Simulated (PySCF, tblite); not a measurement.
# C₅H₅N₂S radical: geometry, infrared bands and EPR parameters

Aim: predict the infrared bands and EPR parameters of C₅H₅N₂S radical (`[c]1nsc(C2CC2)n1`).

Programs: tblite 0.8.0 and PySCF 2.14.0, with density-fitted response routines of our own. Each step states its level of theory. These are calculated values for one molecule in the gas phase, unless marked as measured. Atoms count from 0, in the outputs and in this text.

### 1 The molecule as given

13 atoms, charge 0, multiplicity 2; geometry from: force field or distance geometry start.

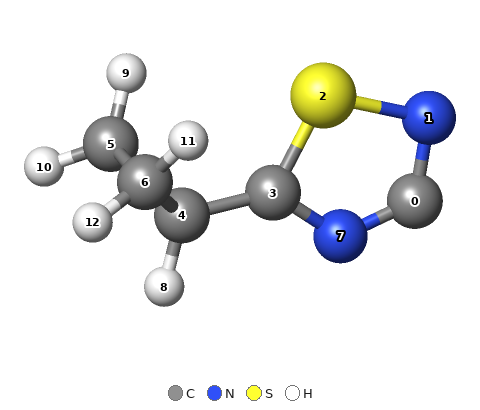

As it starts; carbon grey, nitrogen blue, sulfur yellow, hydrogen white, atoms numbered.

### 2 Relaxing the molecule with GFN2-xTB

Job settings and geometry (Å):

```
{"job": {"kind": "relax", "xc": "GFN2-xTB", "basis": "xTB"}, "charge": 0, "multiplicity": 2}
C      3.197200    -0.365000    -0.061200
N      3.290700     0.746000     0.567500
S      1.577900     1.063800     0.628600
C      0.944600    -0.219700    -0.170800
C     -0.467400    -0.508300    -0.426600
C     -1.452200     0.628500    -0.534200
C     -1.510500    -0.314900     0.658700
N      2.076900    -0.820700    -0.409200
H     -0.632200    -1.455900    -0.985800
H     -1.192000     1.650000    -0.260100
H     -2.220200     0.502300    -1.324500
H     -1.183900     0.041100     1.653700
H     -2.433300    -0.946700     0.646000
```

On the command line:

```bash
$ OMP_NUM_THREADS=1 python probes_run.py task.json out
```

The driver reads the jobs from task.json and runs them one after another.

The log of the run:

```text
step      E/eV     max force
  0    -603.15570    7.008
  1    -604.14215    2.477
  2    -604.50665    1.171
  3    -604.58788    0.617
  4    -604.64763    0.634
  5    -604.69748    0.669
  6    -604.73584    0.546
  7    -604.75738    0.345
  8    -604.76960    0.278
  9    -604.77758    0.185
 10    -604.77960    0.122
 11    -604.78050    0.067
 12    -604.78128    0.064
 13    -604.78193    0.094
 14    -604.78257    0.110
 15    -604.78316    0.086
 16    -604.78365    0.051
 17    -604.78407    0.063
 18    -604.78451    0.087
 19    -604.78508    0.099
 20    -604.78580    0.090
 21    -604.78651    0.063
 22    -604.78710    0.074
 23    -604.78763    0.081
 24    -604.78820    0.064
 25    -604.78865    0.056
 26    -604.78887    0.034
 27    -604.78898    0.032
 28    -604.78907    0.028
 29    -604.78919    0.046
 30    -604.78932    0.049
 31    -604.78942    0.029
 32    -604.78947    0.018
 33    -604.78950    0.018
 34    -604.78954    0.025
 35    -604.78960    0.029
 36    -604.78968    0.026
 37    -604.78978    0.025
 38    -604.78987    0.023
 39    -604.78996    0.023
 40    -604.79004    0.024
 41    -604.79012    0.023
 42    -604.79021    0.027
 43    -604.79030    0.025
 44    -604.79040    0.028
 45    -604.79053    0.036
 46    -604.79064    0.029
 47    -604.79072    0.026
 48    -604.79076    0.019
 49    -604.79079    0.013
 50    -604.79081    0.011
 51    -604.79082    0.011
 52    -604.79084    0.014
 53    -604.79087    0.016
 54    -604.79090    0.014
 55    -604.79093    0.016
 56    -604.79096    0.016
 57    -604.79099    0.017
 58    -604.79102    0.017
 59    -604.79107    0.020
 60    -604.79111    0.017
 61    -604.79115    0.017
 62    -604.79117    0.012
 63    -604.79119    0.008
```

Run time: 0.23 s. Hardware: 1 thread of AMD EPYC 9B45, shared host.

The steps of the relaxation: (not every step is listed)

| step | energy from step 0 (eV) | largest force (eV/Å) |
| --- | --- | --- |
| 0 | 0.0000 | 7.0076 |
| 1 | -0.9864 | 2.4766 |
| 2 | -1.3510 | 1.1709 |
| 3 | -1.4322 | 0.6170 |
| 4 | -1.4919 | 0.6336 |
| 5 | -1.5418 | 0.6691 |
| 6 | -1.5801 | 0.5461 |
| 7 | -1.6017 | 0.3455 |
| 8 | -1.6139 | 0.2783 |
| 13 | -1.6262 | 0.0940 |
| 18 | -1.6288 | 0.0865 |
| 23 | -1.6319 | 0.0814 |
| 28 | -1.6334 | 0.0282 |
| 33 | -1.6338 | 0.0181 |
| 38 | -1.6342 | 0.0232 |
| 43 | -1.6346 | 0.0247 |
| 48 | -1.6351 | 0.0187 |
| 53 | -1.6352 | 0.0155 |
| 58 | -1.6353 | 0.0171 |
| 59 | -1.6354 | 0.0199 |
| 60 | -1.6354 | 0.0166 |
| 61 | -1.6354 | 0.0171 |
| 62 | -1.6355 | 0.0119 |
| 63 | -1.6355 | 0.0081 |

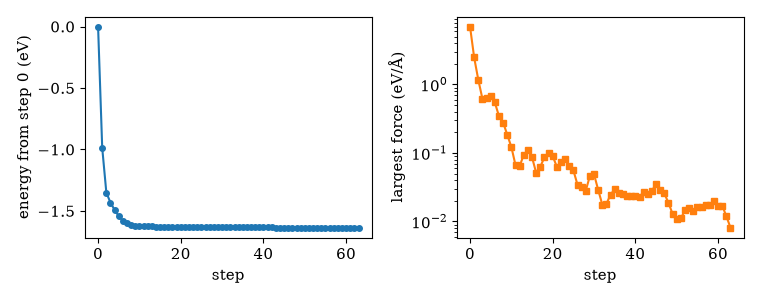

Energy and largest force along the relaxation.

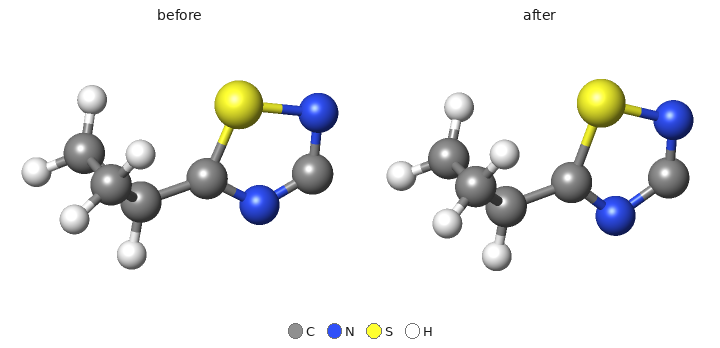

Before and after, at one scale.

Distances of close pairs at the start and the end, largest changes first:

| bond | before (Å) | after (Å) | change (Å) |
| --- | --- | --- | --- |
| S2–C3 | 1.639 | 1.766 | +0.127 |
| C0–N7 | 1.259 | 1.324 | +0.065 |
| N1–S2 | 1.743 | 1.685 | -0.058 |
| C6–H12 | 1.118 | 1.079 | -0.040 |
| C5–C6 | 1.522 | 1.487 | -0.035 |
| C5–H10 | 1.109 | 1.079 | -0.030 |
| C4–H8 | 1.113 | 1.082 | -0.030 |
| C6–H11 | 1.106 | 1.080 | -0.026 |

The next job starts from the end point, and lists it.

### 3 Infrared spectrum with GFN2-xTB

Job settings and geometry (Å):

```
{"job": {"kind": "ir", "xc": "GFN2-xTB", "basis": "xTB"}, "charge": 0, "multiplicity": 2}
C      3.070263    -0.333530    -0.124168
N      3.082046     0.688573     0.612142
S      1.477175     1.132455     0.870084
C      0.954102    -0.226400    -0.129438
C     -0.436627    -0.529793    -0.403203
C     -1.429843     0.600990    -0.538087
C     -1.474282    -0.272350     0.664570
N      1.969176    -0.908963    -0.581342
H     -0.561739    -1.397867    -1.037501
H     -1.053852     1.606860    -0.425359
H     -2.198665     0.496783    -1.287797
H     -1.128205     0.134113     1.603077
H     -2.273939    -0.990385     0.759293
```

The log of the run:

```text
mode    cm-1     km/mol
  1      55.9      0.40
  2     155.6      0.19
  3     158.4      0.27
  4     335.2      0.34
  5     386.9      0.81
  6     515.1      6.93
  7     526.2      2.78
  8     606.7      7.76
  9     621.0      6.69
 10     638.5     41.59
 11     791.8      6.64
 12     812.3      4.13
 13     868.7      4.25
 14     933.6     28.00
 15     935.0      0.13
 16    1022.3     39.43
 17    1069.1     18.88
 18    1072.1      1.02
 19    1077.6      1.60
 20    1149.8      0.80
 21    1174.8     60.79
 22    1221.1     15.10
 23    1237.8     49.98
 24    1333.6      4.76
 25    1424.5      2.63
 26    1465.3     66.85
 27    1485.9     97.62
 28    1562.7     65.76
 29    3065.3      4.43
 30    3090.1      5.30
 31    3090.7     14.88
 32    3100.8      3.92
 33    3118.1     39.26
```

Run time: 0.25 s. Hardware: 1 thread of AMD EPYC 9B45, shared host.

Which atoms move in the most intense modes:

| cm⁻¹ | km/mol | atoms |
| --- | --- | --- |
| 638 | 41.6 | N1 67 %, S2 15 % |
| 1022 | 39.4 | C4 24 %, C5 17 %, C6 17 %, H9 12 % |
| 1175 | 60.8 | C3 33 %, C4 22 %, H8 15 %, N7 12 % |
| 1238 | 50.0 | N7 35 %, C0 25 %, H8 17 % |
| 1465 | 66.8 | C3 19 %, H10 12 %, H12 12 %, H9 11 % |
| 1486 | 97.6 | C3 24 %, C4 18 %, C0 10 % |
| 1563 | 65.8 | C0 47 %, N1 25 %, C3 18 % |
| 3118 | 39.3 | H12 28 %, H10 27 %, H11 17 %, H9 16 % |

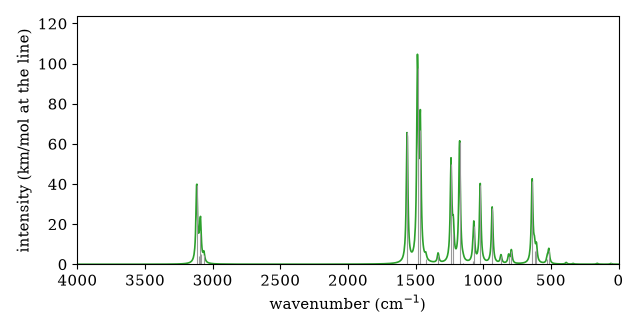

The infrared spectrum from these modes, unscaled. Lines are broadened to a width of 14 cm⁻¹ (Lorentzian).

### 4 g tensor and hyperfine couplings: B3LYP/pcH-1

Settings changed since step 3:

```diff
@@ -1,2 +1,2 @@
-{"job": {"kind": "ir", "xc": "GFN2-xTB", "basis": "xTB"}, "charge": 0, "multiplicity": 2}
+{"job": {"kind": "epr", "basis": "pcH-1"}, "charge": 0, "multiplicity": 2}
 C      3.070263    -0.333530    -0.124168
```

Level: UKS B3LYP, pcH-1 on C H N S, non-relativistic, mean-field spin-orbit, GIAO.

The log of the run:

```text
UKS, coarse grid
  cycle   1  E = -701.06906822  |g| = 3.58e-01
  cycle   2  E = -700.98586032  |g| = 5.69e-01
  cycle   3  E = -701.11972598  |g| = 1.14e-01
  cycle   4  E = -701.12423560  |g| = 5.98e-02
  cycle   5  E = -701.12598294  |g| = 1.84e-02
  cycle   6  E = -701.12612270  |g| = 9.03e-03
  cycle   7  E = -701.12616975  |g| = 2.53e-03
  cycle   8  E = -701.12617661  |g| = 1.69e-03
  cycle   9  E = -701.12617928  |g| = 5.11e-04
UKS, final grid
  cycle   1  E = -701.12615774  |g| = 4.63e-04
  cycle   2  E = -701.12615780  |g| = 6.70e-04
  cycle   3  E = -701.12615804  |g| = 1.66e-04
  cycle   4  E = -701.12615808  |g| = 1.90e-04
  cycle   5  E = -701.12615813  |g| = 7.14e-05
  cycle   6  E = -701.12615813  |g| = 2.16e-05
E = -701.12615813 Eh   <S^2> = 0.7564 (exact 0.7500)
g shifts (ppm)      1          2          3
  rmc          -208       -208       -208
  gc             23         17       -150
  oz_so       -1919       -255       2052
  total       -2104       -445       1695
hyperfine (MHz)  atom isotope    a_iso     a_fc   dipolar eigenvalues
    0   13C     663.70     664.20    -65.19    -49.67    114.85
    1   14N     128.80     128.83     -4.35      0.60      3.75
    2   33S      20.85      20.81    -18.37    -15.51     33.88
    3   13C      57.01      57.02     -4.35     -3.54      7.89
    4   13C      -2.31      -2.31     -0.62     -0.31      0.93
    5   13C       3.02       3.02     -0.45     -0.33      0.78
    6   13C       2.96       2.96     -0.45     -0.33      0.77
    7   14N      86.19      86.19     -3.56     -1.42      4.98
    8    1H       1.94       1.93     -1.39     -1.06      2.45
    9    1H       0.91       0.91     -1.34     -0.50      1.83
   10    1H       0.73       0.73     -0.59     -0.46      1.05
   11    1H       0.90       0.90     -1.33     -0.51      1.83
   12    1H       0.70       0.70     -0.59     -0.46      1.05
```

Run time: 36 s. Hardware: 1 thread of AMD EPYC 9B45, shared host; peak memory 0.96 GiB.

Principal g values 2.00021, 2.00187, 2.00401; g(iso) = 2.00203, against 2.00232 for a free electron.

Mean a(iso) over the nuclei that a row names, and the largest dipolar term of the row (other rows stand at the frozen geometry):

| nuclei | isotope | a(iso) (MHz) | a(iso) (G, at g = 2.0023) | largest dipolar term (MHz) |
| --- | --- | --- | --- | --- |
| C0 | 13C | 663.7 | 236.8 | 114.9 |
| N1 | 14N | 128.8 | 46.0 | -4.4 |
| N7 | 14N | 86.2 | 30.8 | 5.0 |
| C3 | 13C | 57.0 | 20.3 | 7.9 |
| S2 | 33S | 20.9 | 7.4 | 33.9 |
| C5, C6 | 13C | 3.0 | 1.1 | 0.8 |
| C4 | 13C | -2.3 | -0.8 | 0.9 |
| H8 | 1H | 1.9 | 0.7 | 2.4 |
| H9, H11 | 1H | 0.9 | 0.3 | 1.8 |
| H10, H12 | 1H | 0.7 | 0.3 | 1.1 |

Mulliken spin populations:

C0 0.84; N1 -0.03; S2 0.13; C3 0.04; C4 0.00; C5 0.00; C6 0.00; N7 0.02; H8 0.00; H9 0.00; H10 0.00; H11 0.00; H12 0.00

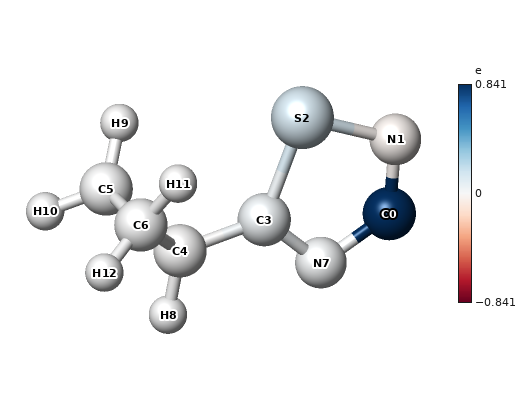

Mulliken spin populations, as colours on the atoms.

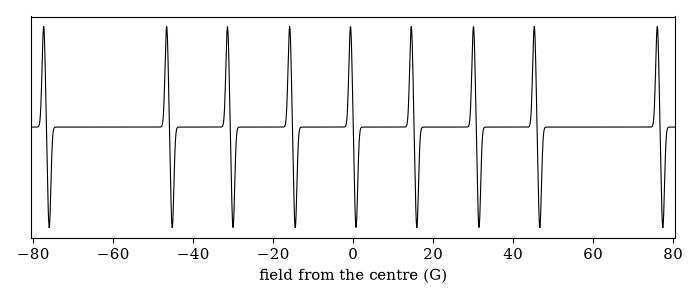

First-order isotropic spectrum (first derivative, main isotopes with spin only, couplings over 0.8 MHz, Gaussian width 0.4 G; couplings of the frozen geometry, rotation of groups not averaged beyond the rows shown).

The fields below are evaluated on a grid from the run's orbitals.

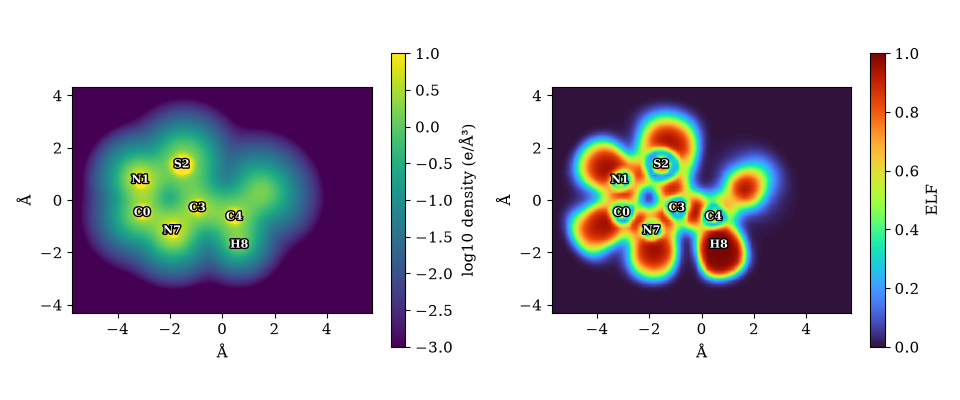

Density (left) and ELF (right) in a plane through or near 7 of the atoms.

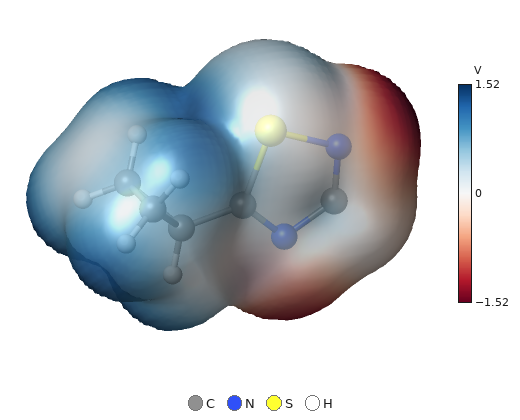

The potential that a unit positive charge feels on the 0.002 e/bohr³ surface, from -1.52 V near N1 to 1.25 V near H12.

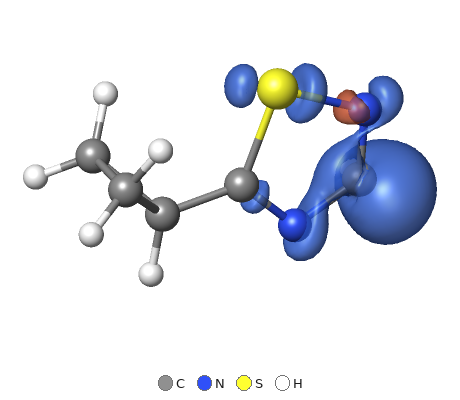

Spin density at ±0.05 e/Å³ (alpha excess blue, beta excess red).

### 5 Outcome

| quantity | value |
| --- | --- |
| strongest single infrared mode (GFN2-xTB) | 1486 cm⁻¹, 98 km/mol |
| zero-point energy (GFN2-xTB) | 57.3 kcal/mol |
| g(iso) (B3LYP) | 2.00203 |
| ⟨S²⟩ | 0.756 (exact 0.75) |
| largest a(iso) (averaged by class) | 13C on C0, 663.7 MHz |
| potential on the surface of density 0.002 e/bohr³, 1st and 99th percentile | -1.52 V and 1.25 V |

**Reading.** Over 63 steps the energy fell by 1.635 eV; of the close pairs, S2–C3 changed most, 1.639 to 1.766 Å. No mode is imaginary among the 33: a minimum at this level. The strongest single mode, at 1486 cm⁻¹, is spread over many atoms; the largest shares are those of C3, C4. GFN2-xTB is a fitted tight-binding method: band positions and strengths are rough. Its intensities can rank the bands wrongly. Most of the unpaired spin sits on C0 (0.84 e). The isotropic g lies 0.3 ppt below the free-electron value. These values are for one conformer; the search (at its own cheap level) found 2 more, at 0.37, 0.37 kcal/mol, and measured spectra average over such forms.
